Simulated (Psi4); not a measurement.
**DSD-PBEP86/cc-pVDZ (density fitting for correlation) run of AlNH3OF (SMILES [NH2][Al]([OH])[F])**

Aim: the energy change on altering one bond length of AlNH3OF at DSD-PBEP86/cc-pVDZ (density fitting for correlation), from 2 runs. 

The results are computed with Psi4 1.11.

## Step 1: Starting point

AlNH3OF: 7 atoms, total charge 0, spin state singlet. SMILES: `[NH2][Al]([OH])[F]`. Geometry: relaxed at PBE0-D4/def2-TZVP. This is one conformer, not always the lowest.

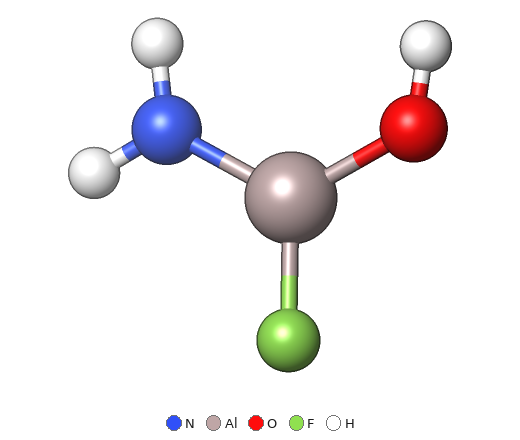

The structure, seen from a chosen angle (nitrogen blue, aluminium light grey, oxygen red, fluorine green, hydrogen white).

## Step 2: The energy at DSD-PBEP86/cc-pVDZ (density fitting for correlation)

alfh3no.in

```
memory 2200 mb

molecule molecule1 {
  0 1
  N     -0.569800     0.926800    -0.530800
  Al    -0.133300    -0.630000     0.151800
  O      1.368400    -1.004200     0.819000
  F     -1.265600    -1.822100     0.146500
  H     -1.473200     1.130200    -0.925100
  H      0.029600     1.732300    -0.586700
  H      2.105200    -0.401000     0.879500
  symmetry c1
}

set basis cc-pVDZ
set reference rks
set puream true
set e_convergence 1e-09
set d_convergence 1e-08
set scf_type pk
set dft_radial_points 99
set dft_spherical_points 590
set num_frozen_docc 8

energy_value, wavefunction = energy('dsd-pbep86', return_wfn=True)
print_variables()
```

The run is started by

```bash
$ psi4 -n 1 alfh3no.in alfh3no.out
```

alfh3no.out, cut to the lines that bear on the results:

```text
[...]
  Running in c1 symmetry.
[...]
  Nuclear repulsion =  160.681135521526329
[...]
  Multiplicity = 1
[...]
  Nalpha       = 20
  Nbeta        = 20
[...]
    Number of basis functions: 75
[...]
   @RKS iter   1:  -472.95078722168194   -9.84988e-01   1.09889e-02 DIIS/ADIIS
[...]
   @RKS iter  11:  -473.22140031190736   -6.65068e-12   4.30939e-09 DIIS
[...]
    Orbital Energies [Eh]
    ---------------------
    Doubly Occupied:
       1A    -57.647246     2A    -25.687350     3A    -20.048634
       4A    -15.107557     5A     -4.656554     6A     -3.052137
       7A     -3.051326     8A     -3.049909     9A     -1.397035
      10A     -1.198913    11A     -1.023512    12A     -0.636615
      13A     -0.597941    14A     -0.577721    15A     -0.541128
      16A     -0.536839    17A     -0.515905    18A     -0.455608
      19A     -0.444370    20A     -0.363801
[...]
  @RKS Final Energy:  -473.22140031190736
   => Energetics <=
    Nuclear Repulsion Energy =            160.6811355215263291
    One-Electron Energy =                -977.3190697428717613
    Two-Electron Energy =                 356.4753247764003277
    DFT Exchange-Correlation Energy =     -13.0587908669622639
    Empirical Dispersion Energy =           0.0000000000000000
    VV10 Nonlocal Energy =                  0.0000000000000000
    Total Energy =                       -473.2214003119073595
[...]
 Multipole Moments:
 ------------------------------------------------------------------------------------
     Multipole            Electronic (a.u.)      Nuclear  (a.u.)        Total (a.u.)
 ------------------------------------------------------------------------------------
 L = 1.  Multiply by 2.5417464519 to convert [e a0] to [Debye]
 Dipole X            :         -1.6068581            2.1020419            0.4951839
 Dipole Y            :         -3.8625795            5.2268855            1.3643060
 Dipole Z            :          0.7252427           -1.0084989           -0.2832561
 Magnitude           :                                                    1.4787738
[...]
```

Run time: 15 s. Hardware: 1 thread of AMD EPYC 7R43 (Zen 3), shared host; peak memory 1 GiB.

## Step 3: The distorted shape, same level

calc.py

```python
import psi4

psi4.set_memory(2200000000)
psi4.set_num_threads(1)
psi4.set_output_file('run.log', False)

molecule = psi4.geometry("""
0 1
N     -0.43484110     2.42722471    -1.00006196
Al     0.39002435    -0.51470093     0.28986509
O      3.22782608    -1.22183644     1.55069036
F     -2.39163738    -3.44326997     0.27684488
H     -2.14201968     2.81159500    -1.74518097
H      0.69786074     3.94939910    -1.10569765
H      4.62017628    -0.08195364     1.66501879
units bohr
symmetry c1
no_reorient
no_com
""")

options = {'basis': 'cc-pVDZ', 'reference': 'rks', 'puream': True, 'e_convergence': 1e-09, 'd_convergence': 1e-08, 'scf_type': 'pk', 'dft_radial_points': 99, 'dft_spherical_points': 590, 'num_frozen_docc': 8}
psi4.set_options(options)

energy_value = psi4.energy("dsd-pbep86")
print(f'total energy {energy_value:.8f} hartree = {energy_value * 27.211386:.5f} eV')
```

The run is started by

```bash
$ python calc.py
```

run.log, cut to the lines that bear on the results:

```text
[...]
  Running in c1 symmetry.
[...]
  Nuclear repulsion =  148.353462200496153
[...]
  Multiplicity = 1
[...]
  Nalpha       = 20
  Nbeta        = 20
[...]
    Number of basis functions: 75
[...]
   @RKS iter   1:  -472.87044715309531   -1.11463e+00   1.12198e-02 DIIS/ADIIS
[...]
   @RKS iter  11:  -473.16000190752646   -1.19940e-11   8.12358e-09 DIIS
[...]
    Orbital Energies [Eh]
    ---------------------
    Doubly Occupied:
       1A    -57.698515     2A    -25.624258     3A    -20.068327
       4A    -15.128522     5A     -4.697512     6A     -3.094109
       7A     -3.092042     8A     -3.090252     9A     -1.287723
      10A     -1.217660    11A     -1.042281    12A     -0.648569
      13A     -0.612957    14A     -0.560970    15A     -0.474195
      16A     -0.465219    17A     -0.458112    18A     -0.443634
      19A     -0.443337    20A     -0.382300
[...]
  @RKS Final Energy:  -473.16000190752646
   => Energetics <=
    Nuclear Repulsion Energy =            148.3534622004961534
    One-Electron Energy =                -952.6789940803453192
    Two-Electron Energy =                 344.1965988929536593
    DFT Exchange-Correlation Energy =     -13.0310689206308741
    Empirical Dispersion Energy =           0.0000000000000000
    VV10 Nonlocal Energy =                  0.0000000000000000
    Total Energy =                       -473.1600019075264640
[...]
 Multipole Moments:
 ------------------------------------------------------------------------------------
     Multipole            Electronic (a.u.)      Nuclear  (a.u.)        Total (a.u.)
 ------------------------------------------------------------------------------------
 L = 1.  Multiply by 2.5417464519 to convert [e a0] to [Debye]
 Dipole X            :         -8.5012101            9.5003184            0.9991083
 Dipole Y            :         25.7318841          -23.7856199            1.9462642
 Dipole Z            :        -10.7773318           10.4790794           -0.2982524
 Magnitude           :                                                    2.2079665
[...]
```

On the terminal:

```text
total energy -473.48428730 hartree = -12884.16371 eV
```

It took 13 s on 1 thread of AMD EPYC 7R43 (Zen 3), shared host; peak memory 1 GiB.

## Step 4: Summary of results

Level: DSD-PBEP86/cc-pVDZ (density fitting for correlation), 8 core orbitals frozen.

```
                                                          quantity          value
                                         first shape: total energy  -473.53963 Eh
                    first shape: HOMO energy (SCF part's orbitals)       -9.90 eV
                    first shape: LUMO energy (SCF part's orbitals)        1.77 eV
                  first shape: HOMO–LUMO gap (SCF part's orbitals)       11.67 eV
                                     distorted shape: total energy  -473.48429 Eh
                distorted shape: HOMO energy (SCF part's orbitals)      -10.40 eV
                distorted shape: LUMO energy (SCF part's orbitals)        0.83 eV
              distorted shape: HOMO–LUMO gap (SCF part's orbitals)       11.23 eV
energy change with the Al2–F4 bond stretched from 1.644 to 2.137 Å       1.506 eV
```

With the Al2–F4 bond stretched from 1.644 to 2.137 Å the energy rises by 1.51 eV (35 kcal/mol). The first shape isn't relaxed at this level, so the change isn't measured from a minimum.
